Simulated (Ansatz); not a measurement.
## Geometry relaxation of GeH2SCl4 (part 2 of 2)

Continued. System: GeH2SCl4. Method: RKS BLYP-D4/def2-SVP (Ansatz 0.2.0). It belongs to a series of runs on one base structure; here: end point B relaxed.

Geometry of the input (Å):
```
Ge -0.6566  -0.1112  -0.4361
Cl -0.1670  1.3093  2.6463
Cl 1.1992  -0.9803  0.2964
Cl -0.3969  1.9930  -0.8770
Cl -1.0701  -1.1307  -2.3280
S  -2.4492  -0.4510  0.8875
H  -2.7312  -1.6279  0.2499
H  -0.7776  0.1259  2.7936
```

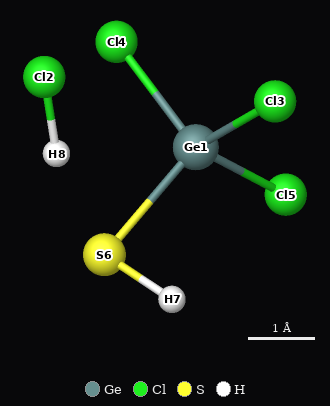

The geometry at step 13 of the log (ball-and-stick view, seen at a tilt; atoms are numbered from 1 in the order of the input).

**Trajectory as extended XYZ, continued**
```
8
Properties=species:S:1:pos:R:3:forces:R:3 step=5 energy=-117456.29269
Ge   -0.6891   -0.1388   -0.5517    0.0834   0.0336  -0.1596
Cl   -0.1838    1.3572    2.9640   -0.0906  -0.2164  -0.0167
Cl    1.1428   -0.9900    0.2661   -0.0287  -0.0026   0.0116
Cl   -0.3799    1.9700   -0.9410   -0.0073  -0.0096   0.0159
Cl   -1.0950   -1.1702   -2.4349    0.0305  -0.0002   0.0171
S    -2.4684   -0.4066    0.7838    0.0062   0.3095   0.2357
H    -2.6586   -1.6616    0.3185   -0.0721  -0.3290  -0.1135
H    -0.7173    0.1671    2.8278    0.0787   0.2146   0.0095
8
Properties=species:S:1:pos:R:3:forces:R:3 step=6 energy=-117456.29647
Ge   -0.6981   -0.1434   -0.5633    0.1423   0.0849  -0.0729
Cl   -0.1911    1.3613    3.0005   -0.0248  -0.0728  -0.0144
Cl    1.1246   -0.9993    0.2658    0.0100  -0.0223   0.0082
Cl   -0.3715    1.9645   -0.9350   -0.0188   0.0133   0.0002
Cl   -1.0966   -1.1642   -2.4474   -0.0026  -0.0257  -0.0241
S    -2.4548   -0.4086    0.7993   -0.0563   0.1196   0.1179
H    -2.6433   -1.6687    0.3248   -0.0657  -0.1605  -0.0205
H    -0.7186    0.1857    2.7878    0.0159   0.0634   0.0056
8
Properties=species:S:1:pos:R:3:forces:R:3 step=7 energy=-117456.29815
Ge   -0.6862   -0.1367   -0.5609    0.0840   0.0055  -0.0249
Cl   -0.1723    1.3488    2.9770   -0.1056  -0.2207  -0.0293
Cl    1.1371   -0.9974    0.2618    0.0151   0.0026  -0.0037
Cl   -0.3776    1.9737   -0.9342   -0.0126  -0.0023   0.0046
Cl   -1.0882   -1.1642   -2.4412   -0.0111  -0.0109  -0.0236
S    -2.4368   -0.4168    0.8183   -0.0704   0.0458   0.0494
H    -2.6686   -1.6693    0.3279   -0.0005  -0.0346  -0.0022
H    -0.7567    0.1890    2.7839    0.1011   0.2145   0.0297
8
Properties=species:S:1:pos:R:3:forces:R:3 step=8 energy=-117456.30144
Ge   -0.6886   -0.1336   -0.5743    0.1150  -0.0147  -0.0711
Cl   -0.1325    1.3031    3.0157   -0.0950  -0.1642  -0.0327
Cl    1.1300   -0.9935    0.2603   -0.0114   0.0033  -0.0093
Cl   -0.3841    1.9779   -0.9426   -0.0127  -0.0005   0.0069
Cl   -1.0764   -1.1643   -2.4580   -0.0053   0.0068   0.0097
S    -2.4518   -0.3886    0.7918   -0.1067  -0.0912   0.0316
H    -2.6328   -1.6883    0.3953    0.0297   0.0974   0.0362
H    -0.8131    0.2147    2.7443    0.0864   0.1630   0.0287
8
Properties=species:S:1:pos:R:3:forces:R:3 step=9 energy=-117456.30505
Ge   -0.6869   -0.1366   -0.5856    0.0518  -0.0079  -0.0359
Cl   -0.1111    1.2763    3.0370    0.0806   0.0989   0.0365
Cl    1.1227   -1.0077    0.2504    0.0060  -0.0049  -0.0031
Cl   -0.3852    1.9781   -0.9339   -0.0066   0.0046   0.0037
Cl   -1.0749   -1.1528   -2.4758   -0.0022   0.0037   0.0010
S    -2.4589   -0.3852    0.7774   -0.0558   0.0143   0.0309
H    -2.5988   -1.7015    0.4391    0.0156  -0.0058   0.0113
H    -0.8563    0.2568    2.7240   -0.0894  -0.1030  -0.0443
8
Properties=species:S:1:pos:R:3:forces:R:3 step=10 energy=-117456.30531
Ge   -0.6874   -0.1365   -0.5876    0.0479  -0.0080  -0.0322
Cl   -0.1109    1.2737    3.0409    0.0892   0.1086   0.0400
Cl    1.1212   -1.0087    0.2494    0.0062  -0.0046  -0.0031
Cl   -0.3862    1.9786   -0.9338   -0.0059   0.0047   0.0036
Cl   -1.0743   -1.1513   -2.4785   -0.0021   0.0034   0.0003
S    -2.4600   -0.3843    0.7752   -0.0509   0.0342   0.0343
H    -2.5939   -1.7026    0.4462    0.0138  -0.0259   0.0058
H    -0.8580    0.2583    2.7208   -0.0982  -0.1125  -0.0487
8
Properties=species:S:1:pos:R:3:forces:R:3 step=11 energy=-117456.30552
Ge   -0.6902   -0.1348   -0.6155   -0.0177   0.0184   0.0138
Cl   -0.0649    1.1851    3.0995   -0.3630  -0.3605  -0.1948
Cl    1.0990   -1.0315    0.2311   -0.0099  -0.0052  -0.0011
Cl   -0.4008    1.9882   -0.9177    0.0117   0.0062  -0.0113
Cl   -1.0631   -1.1206   -2.5229    0.0010   0.0111   0.0030
S    -2.4869   -0.3553    0.7345    0.0431  -0.4239  -0.0537
H    -2.4789   -1.7332    0.6008   -0.0074   0.3982   0.0703
H    -0.9637    0.3294    2.6228    0.3423   0.3557   0.1738
8
Properties=species:S:1:pos:R:3:forces:R:3 step=12 energy=-117456.31488
Ge   -0.6844   -0.1262   -0.6046    0.0417  -0.0123  -0.0357
Cl   -0.0903    1.1469    3.0588   -0.0351  -0.0390   0.0026
Cl    1.1052   -1.0343    0.2300   -0.0180  -0.0048  -0.0120
Cl   -0.3799    1.9927   -0.9235   -0.0130  -0.0061   0.0213
Cl   -1.0716   -1.0989   -2.5157   -0.0031  -0.0043   0.0039
S    -2.4713   -0.3576    0.7547   -0.0475  -0.1355  -0.0243
H    -2.4562   -1.7261    0.6526    0.0241   0.1398   0.0139
H    -1.0010    0.3308    2.5803    0.0509   0.0622   0.0303
8
Properties=species:S:1:pos:R:3:forces:R:3 step=13 energy=-117456.32187
Ge   -0.7105   -0.1371   -0.6327    0.0965  -0.0162  -0.0187
Cl   -0.0718    1.1277    3.0604    0.0363   0.0285   0.0395
Cl    1.0341   -1.1251    0.2089   -0.0155   0.0014  -0.0207
Cl   -0.3560    1.9886   -0.8440   -0.0308  -0.0268  -0.0194
Cl   -1.0696   -1.0325   -2.5891   -0.0024   0.0484   0.0345
S    -2.5029   -0.4018    0.7098   -0.0229  -0.0382  -0.0156
H    -2.2981   -1.7527    0.7692   -0.0270   0.0278   0.0348
H    -1.0747    0.4602    2.5502   -0.0342  -0.0250  -0.0345
8
Properties=species:S:1:pos:R:3:forces:R:3 step=14 energy=-117456.32448
Ge   -0.6993   -0.1569   -0.6347   -0.0340   0.0791  -0.0440
Cl   -0.0905    1.1317    3.0875    0.0042  -0.0031  -0.0014
Cl    1.0340   -1.1683    0.1888    0.0234  -0.0138   0.0008
Cl   -0.3632    1.9727   -0.8340    0.0155   0.0003   0.0278
Cl   -1.0774   -0.9755   -2.6159    0.0099  -0.0379  -0.0099
S    -2.5010   -0.4198    0.6990    0.0094  -0.0217   0.0005
H    -2.2632   -1.7596    0.8245   -0.0167   0.0046   0.0333
H    -1.0888    0.5029    2.5174   -0.0117  -0.0074  -0.0071
8
Properties=species:S:1:pos:R:3:forces:R:3 step=15 energy=-117456.32054 accepted=F
Ge   -0.7056   -0.1569   -0.6615    0.0003  -0.0093  -0.0182
Cl   -0.1123    1.1028    3.1088   -0.1483  -0.0908  -0.1070
Cl    1.0106   -1.2105    0.1482    0.0179   0.0082   0.0160
Cl   -0.3484    1.9765   -0.7943    0.0024  -0.0371  -0.0147
Cl   -1.0706   -0.9511   -2.6573    0.0019   0.0300   0.0105
S    -2.5104   -0.4334    0.6669    0.0852  -0.4251   0.1433
H    -2.1859   -1.7519    0.9491   -0.0896   0.4466  -0.1124
H    -1.1268    0.5518    2.4727    0.1302   0.0774   0.0825
8
Properties=species:S:1:pos:R:3:forces:R:3 step=16 energy=-117456.32663
Ge   -0.7043   -0.1512   -0.6463    0.0078  -0.0081  -0.0020
Cl   -0.0935    1.0991    3.0836   -0.0018  -0.0024   0.0013
Cl    1.0260   -1.1714    0.1780    0.0041  -0.0024  -0.0010
Cl   -0.3573    1.9780   -0.8220   -0.0024   0.0024   0.0024
Cl   -1.0679   -0.9743   -2.6291   -0.0010  -0.0002  -0.0052
S    -2.5071   -0.4234    0.6871   -0.0130   0.0117   0.0080
H    -2.2339   -1.7473    0.8847    0.0104   0.0010   0.0033
H    -1.1114    0.5177    2.4966   -0.0040  -0.0020  -0.0067
8
Properties=species:S:1:pos:R:3:forces:R:3 step=17 energy=-117456.32691
Ge   -0.7065   -0.1529   -0.6523    0.0137  -0.0178   0.0028
Cl   -0.1053    1.0701    3.0837   -0.0515  -0.0243  -0.0284
Cl    1.0175   -1.1885    0.1676   -0.0066   0.0032  -0.0027
Cl   -0.3523    1.9768   -0.8073    0.0013   0.0060  -0.0077
Cl   -1.0683   -0.9577   -2.6431   -0.0033   0.0088   0.0032
S    -2.5108   -0.4285    0.6807    0.0228  -0.1149   0.0235
H    -2.1871   -1.7353    0.9408   -0.0246   0.1157  -0.0211
H    -1.1367    0.5433    2.4626    0.0482   0.0233   0.0305
8
Properties=species:S:1:pos:R:3:forces:R:3 step=18 energy=-117456.32728
Ge   -0.7045   -0.1528   -0.6527    0.0023  -0.0070  -0.0013
Cl   -0.1106    1.0749    3.0870   -0.0151  -0.0099  -0.0080
Cl    1.0203   -1.1866    0.1662   -0.0019   0.0003   0.0009
Cl   -0.3505    1.9765   -0.8148    0.0021   0.0038  -0.0030
Cl   -1.0718   -0.9599   -2.6414   -0.0002   0.0033  -0.0017
S    -2.5088   -0.4259    0.6805    0.0051  -0.0361   0.0128
H    -2.1898   -1.7307    0.9379   -0.0053   0.0344  -0.0073
H    -1.1337    0.5317    2.4699    0.0130   0.0112   0.0076
8
Properties=species:S:1:pos:R:3:forces:R:3 step=19 energy=-117456.32744
Ge   -0.7052   -0.1542   -0.6554   -0.0067  -0.0031   0.0036
Cl   -0.1148    1.0668    3.0889    0.0077   0.0041   0.0054
Cl    1.0158   -1.1946    0.1629    0.0014  -0.0009  -0.0007
Cl   -0.3458    1.9749   -0.8134    0.0007   0.0002   0.0008
Cl   -1.0739   -0.9517   -2.6477    0.0002   0.0008  -0.0001
S    -2.5093   -0.4319    0.6790    0.0032   0.0001  -0.0027
H    -2.1729   -1.7272    0.9534    0.0022   0.0022  -0.0001
H    -1.1434    0.5451    2.4648   -0.0087  -0.0035  -0.0061
8
Properties=species:S:1:pos:R:3:forces:R:3 step=20 energy=-117456.32750
Ge   -0.7067   -0.1562   -0.6584   -0.0055   0.0010   0.0021
Cl   -0.1237    1.0627    3.0909    0.0069   0.0024   0.0028
Cl    1.0108   -1.2059    0.1553    0.0002  -0.0008   0.0025
Cl   -0.3389    1.9725   -0.8071   -0.0014  -0.0028   0.0003
Cl   -1.0763   -0.9418   -2.6552   -0.0018   0.0022   0.0018
S    -2.5110   -0.4377    0.6761    0.0134  -0.0089  -0.0033
H    -2.1510   -1.7214    0.9753   -0.0037   0.0083  -0.0021
H    -1.1527    0.5550    2.4556   -0.0081  -0.0015  -0.0041
```

**Key numbers**

- outcome: converged
- total energy: −117456.3279 eV
- mean-field energy: −117455.5675 eV
- largest force (length of the vector) at the end: 0.016 eV/Å
- hardware: 4 threads of Arm Neoverse V1, 24 GiB of memory available, shared host
- wall time: 39 s (CPU time 2.4 min)
- peak memory: 0.22 GiB
